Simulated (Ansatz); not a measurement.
# interstitial Li in Ge: molecular dynamics, part 3 of 3

Aim: see whether the interstitial stays in its void or moves on. The start is relaxed first. Runs: 190 steps of 1 fs under a Nosé-Hoover thermostat at 600 K; 200 steps of 15 fs at constant energy, with velocities drawn for 840 K. The host cell (diamond) has 16 atoms; the extra atom is the last.

Ansatz 0.2.0; DFT PBE, plane waves, PAW, scalar-relativistic, no spin polarisation.

### Step 9. What the atoms did

One step in 15; energies are changes from step 0; msd is the mean square displacement from the start, the centre of mass held:

| time (fs) | T (K) | potential energy change (meV/atom) | total energy change (meV/atom) | msd Li (Å²) | msd Ge (Å²) |
| --- | --- | --- | --- | --- | --- |
| 0.0 | 840 | 0.0 | 0.00 | 0.000 | 0.000 |
| 225.0 | 520 | 42.0 | 3.08 | 0.584 | 0.339 |
| 450.0 | 659 | 26.2 | 4.13 | 0.257 | 0.337 |
| 675.0 | 811 | 8.2 | 4.75 | 0.365 | 0.104 |
| 900.0 | 543 | 42.6 | 6.46 | 0.028 | 0.172 |
| 1125.0 | 711 | 19.3 | 3.64 | 0.140 | 0.185 |
| 1350.0 | 675 | 27.1 | 6.95 | 0.801 | 0.283 |
| 1575.0 | 593 | 31.9 | 1.84 | 0.398 | 0.254 |
| 1800.0 | 682 | 16.1 | -3.22 | 0.088 | 0.123 |
| 2025.0 | 586 | 36.3 | 5.40 | 0.302 | 0.248 |
| 2250.0 | 646 | 49.0 | 25.41 | 1.997 | 0.299 |
| 2475.0 | 742 | 27.6 | 15.63 | 0.189 | 0.157 |
| 2700.0 | 510 | 65.0 | 24.88 | 0.175 | 0.128 |
| 2925.0 | 936 | 42.0 | 53.66 | 0.439 | 0.301 |
| 3000.0 | 671 | 74.8 | 54.15 | 0.301 | 0.374 |

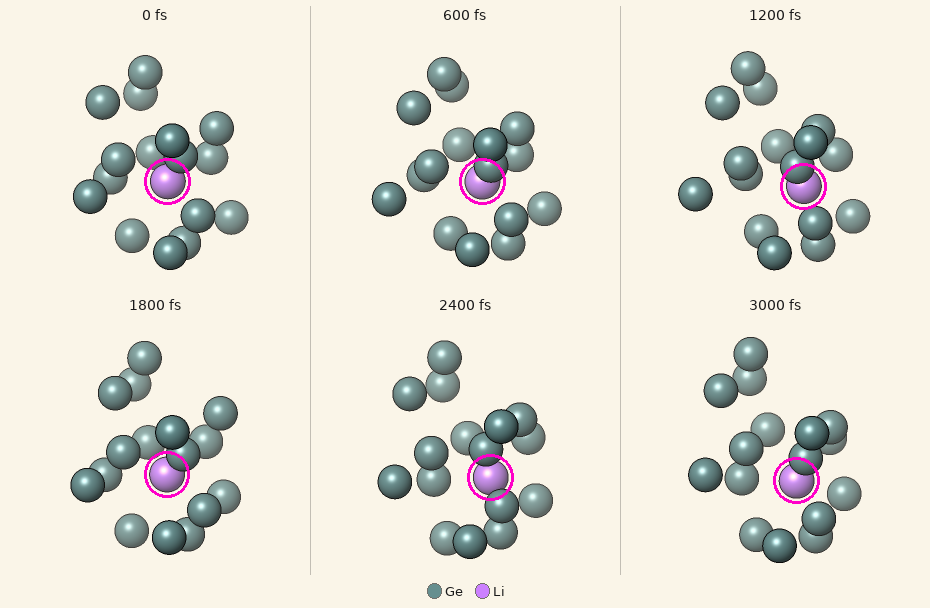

The system at six times, viewed slightly off an axis. Each atom of the cell is drawn once, at one copy chosen for all pictures, so bonds across the cell's faces may be missing. Atoms are followed across the cell's faces.

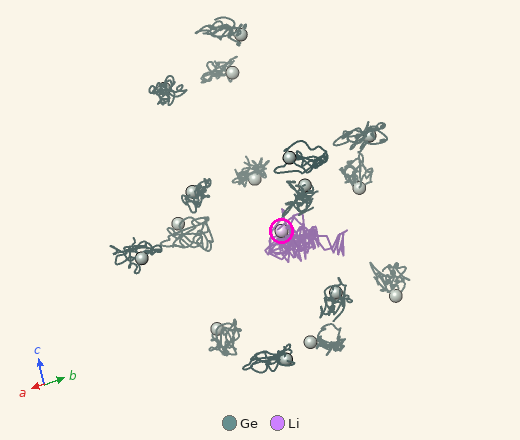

The track of every atom over the whole run, drawn from its starting place (pale balls).

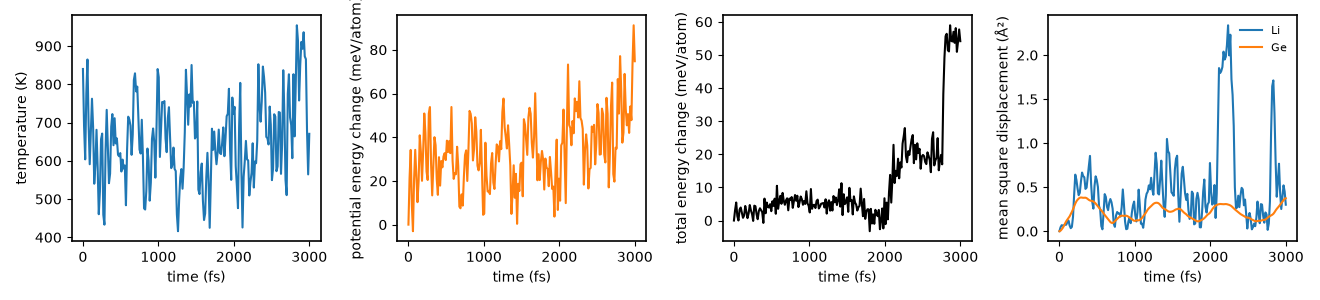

Time series of the run, each on its own scale.

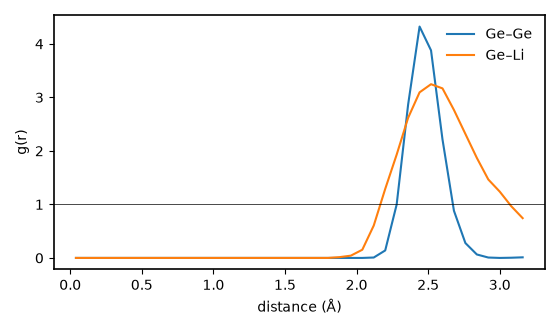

Pair distribution functions over the second half of the run, in bins of 0.08 Å, lightly smoothed, out to 3.3 Å.

First peaks of g(r) (not always the tallest), and, where a minimum follows, the mean number of second-named atoms round a first-named one up to the next minimum:

| pair | peak (Å) | height | minimum (Å) | neighbours |
| --- | --- | --- | --- | --- |
| Ge–Ge | 2.44 | 4.3 | - | - |
| Ge–Li | 2.52 | 3.2 | - | - |

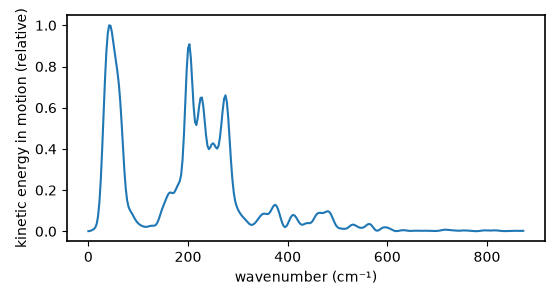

Power spectrum of the mass-weighted velocities; a run of 3000 fs resolves no finer than about 22 cm⁻¹.

Maxima of the velocity power spectrum (cm⁻¹, relative height; resolution about 22 cm⁻¹): 40 (100), 160 (19), 200 (91), 230 (65), 250 (43), 280 (66), 350 (9), 380 (13), 460 (9), 480 (10).

### Step 10. Positions and forces

Positions (Å) and forces (eV/Å):

```xyz
17
Lattice="0.000 5.660 5.660 5.660 0.000 5.660 5.660 5.660 0.000" Properties=species:S:1:pos:R:3:forces:R:3 pbc="T T T" time_fs=495.0 T=620 dE=0.5026
Ge    0.144   -0.406   -0.050   -0.819    1.200    0.326
Ge    1.166    1.330    1.576    0.128   -0.747   -0.893
Ge    2.710    2.797    0.353    0.820    0.494   -0.608
Ge    4.364    4.203    1.652    0.379   -1.055   -1.092
Ge    2.605    0.129    3.099    0.231   -0.677   -0.206
Ge    4.495    1.292    4.053    0.087   -0.302    1.288
Ge    5.964    2.852    2.909    0.095   -0.282   -0.744
Ge    6.918    4.329    4.604    0.630   -0.099    0.093
Ge   -0.025    3.080    2.641   -0.825    0.134    0.097
Ge    1.585    3.901    4.227    0.403    0.966   -0.801
Ge    2.834    5.672    2.611   -0.516   -1.340    0.577
Ge    4.135    7.205    3.875    0.423    1.446    0.991
Ge    3.131    2.739    5.611    0.517   -0.423    0.300
Ge    4.054    4.548    7.082   -0.285   -0.209    0.045
Ge    5.348    5.965    5.537    0.141   -0.470    0.237
Ge    7.162    6.960    6.813   -0.462    1.354   -0.032
Li    7.475    6.818   10.057   -0.946    0.011    0.423
17
Lattice="0.000 5.660 5.660 5.660 0.000 5.660 5.660 5.660 0.000" Properties=species:S:1:pos:R:3:forces:R:3 pbc="T T T" time_fs=1005.0 T=818 dE=0.0862
Ge   -0.173   -0.003    0.163    0.190    0.263   -0.449
Ge    1.494    1.563    1.371   -0.679   -0.858    0.625
Ge    3.163    2.730    0.086    0.021    0.454   -1.077
Ge    4.074    4.292    1.597    0.048    0.992    1.077
Ge    2.860    0.085    2.741    0.823    0.077   -0.492
Ge    4.197    1.516    4.215   -0.171   -0.299    0.620
Ge    5.690    2.901    2.837   -1.022   -0.414   -1.081
Ge    7.328    4.124    4.010    0.615    0.068    1.477
Ge   -0.016    2.847    2.809    0.690   -0.186   -0.352
Ge    1.230    4.262    4.243    0.260    1.271    0.463
Ge    2.725    5.976    3.092   -0.313   -1.297   -1.459
Ge    4.582    6.980    4.251   -0.456   -0.207    0.722
Ge    2.619    2.867    5.574    0.521   -0.643    0.868
Ge    4.242    4.117    7.078   -1.148    0.688   -1.054
Ge    5.788    5.318    5.534   -0.036   -0.233    0.316
Ge    6.833    6.976    6.972    1.037    0.505    0.176
Li    6.970    7.283   10.270   -0.379   -0.182   -0.380
17
Lattice="0.000 5.660 5.660 5.660 0.000 5.660 5.660 5.660 0.000" Properties=species:S:1:pos:R:3:forces:R:3 pbc="T T T" time_fs=1500.0 T=664 dE=0.4820
Ge   -0.011   -0.388    0.046   -1.212   -0.183   -0.268
Ge    1.315    1.265    1.218    0.200    0.508    0.877
Ge    2.755    2.728   -0.203   -0.155    0.781   -0.639
Ge    3.866    4.108    1.363    0.474    0.358   -0.203
Ge    2.700    0.210    2.847    1.194   -0.487    0.076
Ge    4.168    1.444    4.442   -0.490   -0.943    0.864
Ge    5.236    2.741    2.780    0.836    0.554   -0.152
Ge    6.888    4.277    3.862    0.043   -0.752    1.139
Ge    0.198    2.782    2.743   -0.169   -0.657    0.739
Ge    1.556    4.225    4.110    0.871    0.574   -0.163
Ge    3.112    5.911    2.724   -0.910    0.443    0.878
Ge    4.592    7.109    4.454    0.144   -0.588   -0.394
Ge    2.858    3.045    5.807    0.437    0.159    0.400
Ge    4.441    4.356    7.380   -1.458    0.443   -0.882
Ge    5.980    5.462    5.856   -0.309    0.609   -0.474
Ge    6.987    7.315    7.152    0.749   -0.700   -0.181
Li    6.934    6.887   10.196   -0.246   -0.120   -1.617
17
Lattice="0.000 5.660 5.660 5.660 0.000 5.660 5.660 5.660 0.000" Properties=species:S:1:pos:R:3:forces:R:3 pbc="T T T" time_fs=1995.0 T=722 dE=0.3577
Ge   -0.052   -0.043    0.222   -0.925   -0.959    0.801
Ge    1.489    1.366    1.599   -0.560    1.594   -1.431
Ge    3.040    3.024    0.296   -1.381   -1.168   -1.327
Ge    4.469    4.181    1.781    0.200    0.123    0.246
Ge    2.908    0.047    2.802    1.046   -0.517    1.602
Ge    4.414    1.478    4.254   -0.970   -0.123   -0.182
Ge    6.080    2.732    2.862    0.207    0.512    0.396
Ge    7.200    4.462    4.424    0.574   -1.165   -0.285
Ge   -0.249    2.756    2.607    0.011   -0.413    0.901
Ge    1.132    4.106    4.174   -0.358   -0.388    0.338
Ge    2.556    5.376    2.683    0.595    0.660    0.265
Ge    3.901    7.058    4.108    0.268    0.398    0.244
Ge    2.837    2.942    5.510    0.012   -0.405   -0.413
Ge    4.192    4.346    6.934    0.085    0.081   -0.107
Ge    5.537    5.794    5.516   -0.506    0.291   -0.328
Ge    7.200    6.986    6.811   -0.149    0.315    0.254
Li    6.791    6.667   10.194    1.852    1.166   -0.975
17
Lattice="0.000 5.660 5.660 5.660 0.000 5.660 5.660 5.660 0.000" Properties=species:S:1:pos:R:3:forces:R:3 pbc="T T T" time_fs=2505.0 T=549 dE=0.9376
Ge    0.071    0.126   -0.230   -0.727    0.329    0.985
Ge    1.781    1.460    1.303   -0.485    0.984   -1.647
Ge    3.080    3.344   -0.012   -0.211   -0.713   -0.053
Ge    4.599    4.494    1.702    0.723   -0.383   -1.428
Ge    2.488   -0.405    2.494    0.167    0.383    1.545
Ge    3.852    1.333    4.126   -0.276   -1.410    0.355
Ge    5.460    2.539    2.914    0.705    1.600   -0.302
Ge    6.811    4.430    4.339    0.150   -1.395   -0.217
Ge    0.132    2.601    2.647    0.165    0.601    0.461
Ge    1.337    4.115    4.266    0.758   -0.235   -0.369
Ge    2.982    5.618    2.956   -1.252   -1.004   -0.175
Ge    4.282    7.160    4.181    0.354    0.974    1.143
Ge    2.828    2.792    5.826   -0.173    0.487   -1.629
Ge    4.285    4.150    7.120    0.467   -0.891    0.519
Ge    5.408    5.717    5.816    1.165    1.421   -0.205
Ge    7.204    7.081    7.178   -1.381   -1.282    0.131
Li    7.381    7.259    9.725   -0.150    0.535    0.887
17
Lattice="0.000 5.660 5.660 5.660 0.000 5.660 5.660 5.660 0.000" Properties=species:S:1:pos:R:3:forces:R:3 pbc="T T T" time_fs=3000.0 T=671 dE=1.2711
Ge   -0.174   -0.249   -0.062    0.110    0.123    1.317
Ge    1.164    1.246    1.632   -0.285    0.465   -0.158
Ge    2.841    2.546    0.231   -1.274   -0.244   -0.814
Ge    4.376    3.822    1.466    0.243    0.684   -0.935
Ge    2.963    0.227    2.931   -1.196   -0.743    0.227
Ge    4.131    1.511    4.590   -0.198   -0.201    0.034
Ge    5.569    2.661    3.048    1.339   -0.441   -0.730
Ge    7.204    4.048    4.146    0.898    1.087    0.906
Ge   -0.129    2.978    2.975   -0.690   -0.716   -0.425
Ge    1.473    4.441    4.099    0.446   -1.316    0.250
Ge    2.791    5.366    2.259   -0.576    1.655    0.680
Ge    3.869    6.865    4.095    1.807    0.094   -0.337
Ge    2.969    3.213    5.820    0.614    1.980   -1.170
Ge    4.421    4.720    7.117    0.964   -0.659   -0.107
Ge    5.883    5.803    5.399   -0.404    0.258   -0.094
Ge    7.291    7.386    6.845   -2.216   -2.116    1.344
Li    6.924    6.953   10.083    0.419    0.089    0.011
```

Reading of run 2. The temperature starts at 840 K and averages 665 K in the second half, where it ranges from 425 to 954 K. The total energy strays from its start by at most 58.95 meV/atom, 74 % of the mean kinetic energy, which is poor: the step of 15 fs is too long for the fastest motion. The atom that moves most swings out by 1.53 Å (the median distance to the nearest neighbour, bonds to H left out, is 2.39 Å), and none ends a neighbour distance from its start. The interstitial Li17 strays up to 1.54 Å from where this run began and ends 0.55 Å from it (the host's drift taken out).

### Step 11. Summary of results

The summary covers parts 1 to 3.

| quantity | value |
| --- | --- |
| relaxation of the start | 1 moves, 0.089 eV lower |
| run 1: length | 190 steps of 1 fs |
| run 1: temperature, first and last step | 600 and 369 K |
| run 1: temperature, second half | mean 378 K, from 277 to 467 K |
| run 1: potential energy, second half | +54 meV/atom from this run's first step |
| run 1: largest change of the conserved energy | 0.03 meV/atom |
| run 1: mean square displacement, second half | Li 0.120, Ge 0.064 Å² |
| run 2: length | 200 steps of 15 fs |
| run 2: temperature, first and last step | 840 and 671 K |
| run 2: temperature, second half | mean 665 K, from 425 to 954 K |
| run 2: potential energy, second half | +40 meV/atom from this run's first step |
| run 2: largest change of the total energy | 58.95 meV/atom |
| run 2: mean square displacement, second half | Li 0.603, Ge 0.209 Å² |

Mean temperatures of the second halves: 378 K, 665 K. In the last run: the interstitial Li17 strays up to 1.54 Å from where this run began and ends 0.55 Å from it (the host's drift taken out). A run of 3000 fs with 17 atoms shows the motion but fixes no equilibrium value. The cell holds an odd number of electrons and spin is off, so an unpaired electron is smeared over both spins. The settings are cheap ones for dynamics (low accuracy level or one k-point).
